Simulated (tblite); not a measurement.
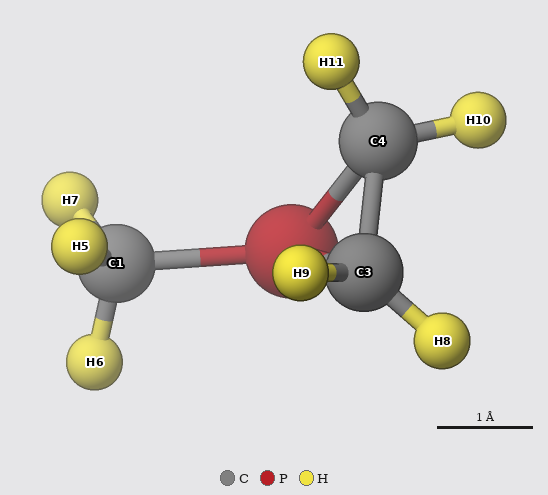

Fig. 1: The starting structure (ball-and-stick view, seen at a tilt; atoms are numbered from 1 in the order of the input).

**Run report: C3H7P, geometry relaxation (part 1 of 2)**

System: C3H7P.
Method: GFN2-xTB geometry optimisation, gas phase (tblite 0.8.0).

### The input
```
{"job": {"kind": "relax", "xc": "GFN2-xTB", "basis": "xTB"}, "charge": 0, "multiplicity": 1}
C      1.822800    -0.023600     0.201500
P      0.109800    -0.101600     0.897700
C     -1.150700    -0.686700    -0.324800
C     -1.310600     0.748100     0.105200
H      1.782400     0.020900    -0.907300
H      2.322500    -0.960100     0.531900
H      2.429600     0.810900     0.628300
H     -1.782200    -1.481500     0.081700
H     -0.856500    -0.769400    -1.399300
H     -2.192600     0.904900     0.786000
H     -1.169000     1.540800    -0.626900
```

The first line tells a small driver script what to run in tblite; the rest is the geometry in Å.

Launch command:
```bash
OMP_NUM_THREADS=1 python <driver script> task.json out
```

### The program's output
```
step      E/eV     max force
  0    -338.78074    2.067
  1    -338.91353    1.151
  2    -338.98339    0.702
  3    -339.02716    0.790
  4    -339.06189    0.509
  5    -339.08939    0.447
  6    -339.11768    0.509
  7    -339.14836    0.676
  8    -339.18254    0.641
  9    -339.21837    0.724
 10    -339.25086    0.533
 11    -339.27279    0.467
 12    -339.28642    0.368
 13    -339.30018    0.371
 14    -339.31488    0.416
 15    -339.32935    0.389
 16    -339.34208    0.336
 17    -339.35051    0.227
 18    -339.35673    0.225
 19    -339.36193    0.149
 20    -339.36501    0.133
 21    -339.36664    0.088
 22    -339.36761    0.086
 23    -339.36843    0.086
 24    -339.36932    0.098
 25    -339.37013    0.095
 26    -339.37064    0.054
 27    -339.37092    0.050
 28    -339.37111    0.044
 29    -339.37135    0.050
 30    -339.37168    0.055
 31    -339.37205    0.059
 32    -339.37235    0.052
 33    -339.37253    0.042
 34    -339.37268    0.030
 35    -339.37283    0.030
 36    -339.37298    0.030
 37    -339.37307    0.025
 38    -339.37313    0.017
 39    -339.37317    0.017
 40    -339.37321    0.018
 41    -339.37325    0.014
 42    -339.37326    0.009
```

### Trajectory as extended XYZ (Å, eV, eV/Å), 43 frames, from step=0 to step=42
```
11
Properties=species:S:1:pos:R:3:forces:R:3 step=0 energy=-338.78074
C     1.8228   -0.0236    0.2015    0.4660   0.3680  -0.9810
P     0.1098   -0.1016    0.8977   -0.4040  -0.8050   1.8600
C    -1.1507   -0.6867   -0.3248    0.8910  -0.0740  -1.0020
C    -1.3106    0.7481    0.1052   -0.9330   0.3580   0.2620
H     1.7824    0.0209   -0.9073    0.3580   0.0520   0.5720
H     2.3225   -0.9601    0.5319   -0.4600   0.4760  -0.3070
H     2.4296    0.8109    0.6283   -0.6820  -0.4490  -0.4250
H    -1.7822   -1.4815    0.0817   -0.0070   0.5000  -0.4520
H    -0.8565   -0.7694   -1.3993   -0.2190  -0.3750   0.9680
H    -2.1926    0.9049    0.7860    1.1190   0.1830  -0.5480
H    -1.1690    1.5408   -0.6269   -0.1300  -0.2340   0.0530
11
Properties=species:S:1:pos:R:3:forces:R:3 step=1 energy=-338.91353
C     1.8295   -0.0183    0.1875   -0.1270   0.0850  -0.1490
P     0.1040   -0.1131    0.9243   -0.3170  -0.5430   0.9640
C    -1.1380   -0.6878   -0.3391    0.4020   0.2320   0.2640
C    -1.3240    0.7532    0.1090    0.0590  -0.3000  -0.1000
H     1.7875    0.0216   -0.8991    0.2600   0.0890   0.0210
H     2.3159   -0.9533    0.5275   -0.3400   0.3700  -0.3090
H     2.4198    0.8045    0.6222   -0.4460  -0.1620  -0.3180
H    -1.7823   -1.4744    0.0753    0.0670   0.5210  -0.5100
H    -0.8597   -0.7748   -1.3855    0.0570  -0.3640   0.2240
H    -2.1766    0.9075    0.7781    0.4590   0.2180  -0.1590
H    -1.1708    1.5375   -0.6262   -0.0740  -0.1460   0.0720
11
Properties=species:S:1:pos:R:3:forces:R:3 step=2 energy=-338.98339
C     1.8287   -0.0147    0.1797   -0.6430  -0.0890   0.2680
P     0.0950   -0.1290    0.9545   -0.0350  -0.2500   0.3030
C    -1.1249   -0.6829   -0.3378    0.1550   0.0970   0.5050
C    -1.3269    0.7481    0.1079    0.5500  -0.2850  -0.1410
H     1.7950    0.0239   -0.8960    0.1150   0.1060  -0.2840
H     2.3062   -0.9429    0.5192   -0.1610   0.1260  -0.2290
H     2.4067    0.7988    0.6131   -0.2220   0.1460  -0.1470
H    -1.7808   -1.4604    0.0617   -0.0410   0.3600  -0.3950
H    -0.8594   -0.7847   -1.3760    0.2400  -0.3070  -0.0490
H    -2.1612    0.9132    0.7721    0.0150   0.2060   0.0950
H    -1.1731    1.5331   -0.6243    0.0270  -0.1110   0.0750
11
Properties=species:S:1:pos:R:3:forces:R:3 step=3 energy=-339.02716
C     1.8161   -0.0137    0.1783   -0.7450  -0.0630   0.2560
P     0.0891   -0.1441    0.9809    0.1190  -0.0280  -0.1060
C    -1.1125   -0.6793   -0.3306    0.0950  -0.0760   0.2920
C    -1.3199    0.7415    0.1056    0.5580  -0.1070   0.1140
H     1.8020    0.0273   -0.8987   -0.0400   0.1010  -0.2450
H     2.2969   -0.9340    0.5096   -0.0310  -0.0800  -0.1350
H     2.3937    0.7979    0.6046   -0.1580   0.2570  -0.0380
H    -1.7812   -1.4449    0.0459   -0.2160   0.1330  -0.2140
H    -0.8549   -0.7969   -1.3692    0.3460  -0.2340  -0.0510
H    -2.1500    0.9208    0.7695   -0.0760   0.1400   0.1140
H    -1.1739    1.5280   -0.6217    0.1470  -0.0430   0.0130
11
Properties=species:S:1:pos:R:3:forces:R:3 step=4 energy=-339.06189
C     1.7924   -0.0129    0.1795   -0.4420   0.0110   0.0910
P     0.0861   -0.1580    1.0031    0.1500   0.1050  -0.3230
C    -1.0986   -0.6786   -0.3224    0.0300  -0.2190   0.0510
C    -1.3058    0.7355    0.1079    0.4050   0.1270   0.2810
H     1.8070    0.0322   -0.9037   -0.2140   0.0840  -0.0600
H     2.2881   -0.9280    0.4988   -0.0010  -0.1340  -0.0740
H     2.3786    0.8014    0.5962   -0.2180   0.2040   0.0090
H    -1.7866   -1.4295    0.0284   -0.3450  -0.0590  -0.0480
H    -0.8445   -0.8120   -1.3622    0.4170  -0.1470   0.0090
H    -2.1399    0.9298    0.7681   -0.0410   0.0460   0.0640
H    -1.1714    1.5228   -0.6196    0.2580  -0.0200   0.0000
11
Properties=species:S:1:pos:R:3:forces:R:3 step=5 energy=-339.08939
C     1.7669   -0.0116    0.1809    0.0190   0.0350  -0.1020
P     0.0858   -0.1678    1.0163    0.0820   0.1310  -0.3290
C    -1.0864   -0.6822   -0.3154   -0.0660  -0.2200  -0.0880
C    -1.2878    0.7336    0.1152    0.2030   0.1960   0.2740
H     1.8069    0.0377   -0.9079   -0.3580   0.0680   0.0990
H     2.2803   -0.9249    0.4883   -0.0380  -0.0670  -0.0470
H     2.3611    0.8072    0.5891   -0.2930   0.1100   0.0360
H    -1.7976   -1.4179    0.0133   -0.3650  -0.1420   0.0490
H    -0.8282   -0.8272   -1.3557    0.4320  -0.0680   0.0910
H    -2.1312    0.9378    0.7676    0.0470  -0.0340   0.0060
H    -1.1644    1.5179   -0.6176    0.3370  -0.0080   0.0110
11
Properties=species:S:1:pos:R:3:forces:R:3 step=6 energy=-339.11768
C     1.7422   -0.0100    0.1806    0.4390   0.0370  -0.2540
P     0.0867   -0.1757    1.0236   -0.0100   0.0630  -0.1650
C    -1.0759   -0.6895   -0.3088   -0.1950  -0.1370  -0.1560
C    -1.2649    0.7345    0.1270   -0.0520   0.1520   0.1000
H     1.7993    0.0448   -0.9105   -0.4620   0.0550   0.1520
H     2.2712   -0.9224    0.4765   -0.0660   0.0170  -0.0260
H     2.3371    0.8153    0.5826   -0.3150   0.0340   0.0670
H    -1.8157   -1.4084   -0.0016   -0.2750  -0.1270   0.0890
H    -0.8026   -0.8441   -1.3475    0.3880   0.0050   0.1930
H    -2.1216    0.9454    0.7674    0.1560  -0.0940  -0.0450
H    -1.1504    1.5127   -0.6152    0.3920  -0.0060   0.0440
11
Properties=species:S:1:pos:R:3:forces:R:3 step=7 energy=-339.14836
C     1.7227   -0.0082    0.1767    0.6140   0.0220  -0.2830
P     0.0877   -0.1827    1.0274   -0.0760  -0.0730   0.0780
C    -1.0695   -0.6995   -0.3027   -0.2850   0.0150  -0.1590
C    -1.2398    0.7372    0.1404   -0.3070   0.0130  -0.1700
H     1.7817    0.0537   -0.9119   -0.4940   0.0480   0.0670
H     2.2605   -0.9197    0.4632   -0.0310   0.0670  -0.0080
H     2.3056    0.8256    0.5773   -0.2450   0.0090   0.1000
H    -1.8403   -1.4003   -0.0162   -0.1090  -0.0520   0.0840
H    -0.7669   -0.8622   -1.3356    0.2800   0.0600   0.2900
H    -2.1091    0.9519    0.7671    0.2350  -0.1190  -0.0690
H    -1.1271    1.5071   -0.6116    0.4190   0.0090   0.0710
11
Properties=species:S:1:pos:R:3:forces:R:3 step=8 energy=-339.18254
C     1.7101   -0.0063    0.1689    0.4640  -0.0020  -0.1660
P     0.0883   -0.1916    1.0313   -0.1090  -0.2140   0.2730
C    -1.0688   -0.7101   -0.2976   -0.2830   0.1740  -0.1030
C    -1.2166    0.7394    0.1511   -0.4470  -0.1760  -0.4240
H     1.7522    0.0646   -0.9140   -0.4500   0.0460  -0.1050
H     2.2490   -0.9165    0.4486    0.0810   0.0710  -0.0020
H     2.2672    0.8384    0.5740   -0.0920   0.0220   0.1170
H    -1.8696   -1.3925   -0.0306    0.0890   0.0400   0.0480
H    -0.7215   -0.8810   -1.3178    0.1170   0.0890   0.3470
H    -2.0921    0.9568    0.7663    0.2220  -0.0970  -0.0570
H    -1.0928    1.5013   -0.6062    0.4080   0.0460   0.0720
11
Properties=species:S:1:pos:R:3:forces:R:3 step=9 energy=-339.21837
C     1.7036   -0.0045    0.1591    0.0860  -0.0160   0.0150
P     0.0877   -0.2040    1.0384   -0.1340  -0.2730   0.3110
C    -1.0738   -0.7180   -0.2939   -0.1790   0.2560  -0.0180
C    -1.2001    0.7384    0.1543   -0.3650  -0.3260  -0.5330
H     1.7125    0.0768   -0.9191   -0.3560   0.0420  -0.2180
H     2.2398   -0.9128    0.4337    0.2310   0.0520  -0.0190
H     2.2266    0.8530    0.5733    0.0760   0.0300   0.0970
H    -1.8984   -1.3844   -0.0440    0.2520   0.1040   0.0020
H    -0.6720   -0.8986   -1.2931   -0.0660   0.0840   0.3280
H    -2.0716    0.9600    0.7649    0.0970  -0.0340  -0.0220
H    -1.0488    1.4967   -0.5995    0.3580   0.0810   0.0550
11
Properties=species:S:1:pos:R:3:forces:R:3 step=10 energy=-339.25086
C     1.6991   -0.0030    0.1503   -0.2870  -0.0210   0.1450
P     0.0846   -0.2198    1.0492   -0.1460  -0.2160   0.1970
C    -1.0816   -0.7209   -0.2918   -0.0290   0.1860   0.0550
C    -1.1919    0.7318    0.1478   -0.1370  -0.2860  -0.4280
H     1.6689    0.0887   -0.9272   -0.2490   0.0270  -0.1560
H     2.2367   -0.9089    0.4200    0.3320   0.0650  -0.0640
H     2.1913    0.8666    0.5747    0.1790  -0.0060   0.0340
H    -1.9201   -1.3759   -0.0554    0.3110   0.1040  -0.0290
H    -0.6285   -0.9125   -1.2643   -0.1960   0.0470   0.2070
H    -2.0517    0.9621    0.7632   -0.0550   0.0350  -0.0170
H    -1.0015    1.4944   -0.5926    0.2770   0.0670   0.0550
11
Properties=species:S:1:pos:R:3:forces:R:3 step=11 energy=-339.27279
C     1.6922   -0.0019    0.1458   -0.4240  -0.0400   0.1910
P     0.0791   -0.2346    1.0608   -0.1280  -0.0970   0.0430
C    -1.0870   -0.7199   -0.2906    0.0770   0.0190   0.0910
C    -1.1899    0.7230    0.1360    0.0360  -0.0640  -0.1540
H     1.6340    0.0971   -0.9340   -0.1780   0.0060   0.0060
H     2.2408   -0.9043    0.4093    0.3170   0.1260  -0.1160
H     2.1703    0.8749    0.5760    0.1800  -0.0670  -0.0350
H    -1.9289   -1.3685   -0.0635    0.2400   0.0360  -0.0240
H    -0.6029   -0.9210   -1.2401   -0.2040  -0.0070   0.0120
H    -2.0385    0.9640    0.7611   -0.1200   0.0650  -0.0730
H    -0.9638    1.4939   -0.5866    0.2050   0.0220   0.0590
11
Properties=species:S:1:pos:R:3:forces:R:3 step=12 energy=-339.28642
C     1.6806   -0.0018    0.1456   -0.3250  -0.0470   0.1660
P     0.0729   -0.2462    1.0707   -0.0990   0.0040  -0.0410
C    -1.0878   -0.7193   -0.2887    0.1170  -0.0850   0.0750
C    -1.1884    0.7172    0.1269    0.1120   0.1060   0.0950
H     1.6101    0.1025   -0.9371   -0.1590  -0.0110   0.1420
H     2.2482   -0.8982    0.3999    0.2330   0.1760  -0.1420
H     2.1595    0.8780    0.5754    0.1200  -0.1150  -0.0750
H    -1.9302   -1.3626   -0.0697    0.1200  -0.0510   0.0080
H    -0.5910   -0.9272   -1.2248   -0.1550  -0.0440  -0.1430
H    -2.0313    0.9668    0.7576   -0.1300   0.0700  -0.1340
H    -0.9373    1.4935   -0.5817    0.1660  -0.0040   0.0480
11
Properties=species:S:1:pos:R:3:forces:R:3 step=13 energy=-339.30018
C     1.6622   -0.0024    0.1482   -0.0810  -0.0320   0.0890
P     0.0646   -0.2588    1.0817   -0.0500   0.0810  -0.0510
C    -1.0852   -0.7206   -0.2849    0.1200  -0.1260   0.0020
C    -1.1836    0.7137    0.1207    0.1540   0.1980   0.2740
H     1.5828    0.1080   -0.9373   -0.1660  -0.0280   0.2540
H     2.2589   -0.8878    0.3867    0.1030   0.1980  -0.1430
H     2.1491    0.8791    0.5725    0.0300  -0.1400  -0.0890
H    -1.9305   -1.3568   -0.0770   -0.0030  -0.1310   0.0490
H    -0.5804   -0.9356   -1.2118   -0.1070  -0.0630  -0.2420
H    -2.0254    0.9715    0.7510   -0.1310   0.0730  -0.1840
H    -0.9069    1.4925   -0.5757    0.1300  -0.0290   0.0410
11
Properties=species:S:1:pos:R:3:forces:R:3 step=14 energy=-339.31488
C     1.6403   -0.0039    0.1531    0.2110  -0.0040  -0.0130
P     0.0546   -0.2710    1.0931    0.0240   0.1110   0.0110
C    -1.0802   -0.7240   -0.2806    0.0790  -0.0960  -0.0880
C    -1.1751    0.7129    0.1187    0.1560   0.1830   0.3390
H     1.5496    0.1135   -0.9328   -0.1790  -0.0390   0.3010
H     2.2725   -0.8726    0.3694   -0.0440   0.1640  -0.1150
H     2.1385    0.8776    0.5677   -0.0600  -0.1080  -0.0690
H    -1.9305   -1.3530   -0.0840   -0.0850  -0.1670   0.0810
H    -0.5714   -0.9461   -1.2026   -0.0770  -0.0610  -0.2740
H    -2.0220    0.9784    0.7402   -0.1110   0.0770  -0.2210
H    -0.8711    1.4908   -0.5683    0.0870  -0.0600   0.0480
11
Properties=species:S:1:pos:R:3:forces:R:3 step=15 energy=-339.32935
C     1.6232   -0.0056    0.1590    0.3790   0.0340  -0.0830
P     0.0458   -0.2800    1.1030    0.1060   0.0730   0.0970
C    -1.0749   -0.7281   -0.2779    0.0210  -0.0190  -0.1410
C    -1.1644    0.7146    0.1217    0.1120   0.0830   0.2740
H     1.5143    0.1175   -0.9234   -0.1740  -0.0350   0.2470
H     2.2866   -0.8556    0.3515   -0.1450   0.0550  -0.0660
H     2.1299    0.8743    0.5626   -0.1080  -0.0080  -0.0190
H    -1.9301   -1.3533   -0.0880   -0.0940  -0.1340   0.0900
H    -0.5666   -0.9559   -1.2000   -0.0710  -0.0390  -0.2340
H    -2.0228    0.9862    0.7259   -0.0640   0.0790  -0.2330
H    -0.8355    1.4886   -0.5603    0.0390  -0.0890   0.0680
11
Properties=species:S:1:pos:R:3:forces:R:3 step=16 energy=-339.34208
C     1.6157   -0.0069    0.1640    0.3180   0.0720  -0.0810
P     0.0409   -0.2849    1.1108    0.1590  -0.0190   0.1380
C    -1.0711   -0.7314   -0.2780   -0.0120   0.0530  -0.1190
C    -1.1539    0.7172    0.1283    0.0400  -0.0430   0.1220
H     1.4813    0.1195   -0.9111   -0.1400  -0.0140   0.1110
H     2.2977   -0.8411    0.3362   -0.1510  -0.1010  -0.0140
H     2.1241    0.8712    0.5588   -0.0890   0.1300   0.0370
H    -1.9293   -1.3573   -0.0879   -0.0350  -0.0460   0.0760
H    -0.5669   -0.9632   -1.2044   -0.0870  -0.0040  -0.1420
H    -2.0273    0.9939    0.7095   -0.0040   0.0750  -0.2120
H    -0.8058    1.4856   -0.5522    0.0000  -0.1020   0.0840
11
Properties=species:S:1:pos:R:3:forces:R:3 step=17 energy=-339.35051
C     1.6167   -0.0066    0.1665    0.1290   0.0840  -0.0230
P     0.0412   -0.2877    1.1167    0.1480  -0.0980   0.0930
C    -1.0697   -0.7326   -0.2800   -0.0040   0.0640  -0.0420
C    -1.1464    0.7181    0.1346    0.0010  -0.1210  -0.0130
H     1.4566    0.1204   -0.9010   -0.0880   0.0100  -0.0120
H     2.3031   -0.8343    0.3264   -0.0990  -0.1970   0.0140
H     2.1198    0.8721    0.5576   -0.0360   0.2150   0.0630
H    -1.9289   -1.3616   -0.0855    0.0440   0.0440   0.0510
H    -0.5695   -0.9672   -1.2107   -0.1090   0.0260  -0.0520
H    -2.0313    1.0001    0.6947    0.0260   0.0680  -0.1610
H    -0.7863    1.4819   -0.5453   -0.0120  -0.0950   0.0830
11
Properties=species:S:1:pos:R:3:forces:R:3 step=18 energy=-339.35673
C     1.6197   -0.0046    0.1679   -0.0260   0.0640   0.0380
P     0.0441   -0.2918    1.1224    0.0900  -0.1320   0.0050
C    -1.0688   -0.7326   -0.2821    0.0230   0.0280   0.0400
C    -1.1407    0.7166    0.1392   -0.0030  -0.1410  -0.0810
H     1.4360    0.1214   -0.8939   -0.0310   0.0300  -0.0760
H     2.3053   -0.8330    0.3192   -0.0660  -0.1920   0.0190
H     2.1156    0.8771    0.5580    0.0070   0.2180   0.0560
H    -1.9282   -1.3638   -0.0827    0.0950   0.1000   0.0320
H    -0.5728   -0.9698   -1.2160   -0.1160   0.0450   0.0030
H    -2.0335    1.0059    0.6808    0.0290   0.0540  -0.0980
H    -0.7713    1.4774   -0.5386   -0.0020  -0.0740   0.0630
11
Properties=species:S:1:pos:R:3:forces:R:3 step=19 energy=-339.36193
C     1.6223   -0.0016    0.1695   -0.1100   0.0340   0.0710
P     0.0482   -0.2981    1.1277    0.0160  -0.1210  -0.0810
C    -1.0669   -0.7324   -0.2834    0.0480  -0.0320   0.0920
C    -1.1358    0.7129    0.1422    0.0010  -0.1060  -0.0840
H     1.4184    0.1229   -0.8888    0.0270   0.0440  -0.0800
H     2.3049   -0.8354    0.3134   -0.0590  -0.1060   0.0150
H     2.1115    0.8854    0.5591    0.0230   0.1430   0.0260
H    -1.9259   -1.3636   -0.0798    0.0980   0.1090   0.0290
H    -0.5779   -0.9713   -1.2207   -0.0960   0.0510   0.0210
H    -2.0344    1.0120    0.6666    0.0210   0.0270  -0.0320
H    -0.7590    1.4718   -0.5317    0.0320  -0.0420   0.0230
11
Properties=species:S:1:pos:R:3:forces:R:3 step=20 energy=-339.36501
C     1.6226    0.0012    0.1710   -0.1000   0.0130   0.0560
P     0.0512   -0.3045    1.1305   -0.0290  -0.0780  -0.1040
C    -1.0642   -0.7330   -0.2827    0.0510  -0.0690   0.0780
C    -1.1327    0.7089    0.1432    0.0050  -0.0420  -0.0450
H     1.4095    0.1247   -0.8869    0.0570   0.0490  -0.0430
H     2.3021   -0.8388    0.3100   -0.0650  -0.0080   0.0120
H     2.1086    0.8931    0.5598    0.0130   0.0440  -0.0020
H    -1.9233   -1.3609   -0.0780    0.0540   0.0680   0.0420
H    -0.5827   -0.9717   -1.2231   -0.0630   0.0440   0.0060
H    -2.0338    1.0165    0.6573    0.0110  -0.0010   0.0100
H    -0.7519    1.4672   -0.5271    0.0660  -0.0190  -0.0100
11
Properties=species:S:1:pos:R:3:forces:R:3 step=21 energy=-339.36664
C     1.6206    0.0030    0.1723   -0.0490   0.0100   0.0150
P     0.0521   -0.3095    1.1308   -0.0370  -0.0330  -0.0710
C    -1.0612   -0.7347   -0.2810    0.0300  -0.0620   0.0290
C    -1.1309    0.7061    0.1432    0.0070   0.0060  -0.0100
H     1.4072    0.1267   -0.8869    0.0590   0.0460  -0.0050
H     2.2985   -0.8407    0.3086   -0.0650   0.0490   0.0130
H     2.1066    0.8978    0.5598   -0.0040  -0.0230  -0.0110
H    -1.9214   -1.3577   -0.0769    0.0040   0.0140   0.0580
H    -0.5858   -0.9716   -1.2238   -0.0330   0.0290  -0.0190
H    -2.0326    1.0189    0.6530    0.0060  -0.0200   0.0240
H    -0.7478    1.4643   -0.5252    0.0830  -0.0140  -0.0240
11
Properties=species:S:1:pos:R:3:forces:R:3 step=22 energy=-339.36761
C     1.6180    0.0043    0.1732   -0.0060   0.0140  -0.0240
P     0.0518   -0.3132    1.1301   -0.0240   0.0000  -0.0180
C    -1.0589   -0.7368   -0.2794   -0.0030  -0.0310  -0.0190
C    -1.1295    0.7046    0.1430    0.0060   0.0230   0.0070
H     1.4073    0.1288   -0.8872    0.0490   0.0410   0.0140
H     2.2951   -0.8406    0.3078   -0.0530   0.0600   0.0160
H     2.1049    0.8999    0.5594   -0.0160  -0.0490  -0.0050
H    -1.9207   -1.3553   -0.0756   -0.0270  -0.0240   0.0650
H    -0.5876   -0.9713   -1.2241   -0.0170   0.0140  -0.0370
H    -2.0314    1.0198    0.6514    0.0100  -0.0280   0.0210
H    -0.7438    1.4624   -0.5247    0.0810  -0.0200  -0.0210
```
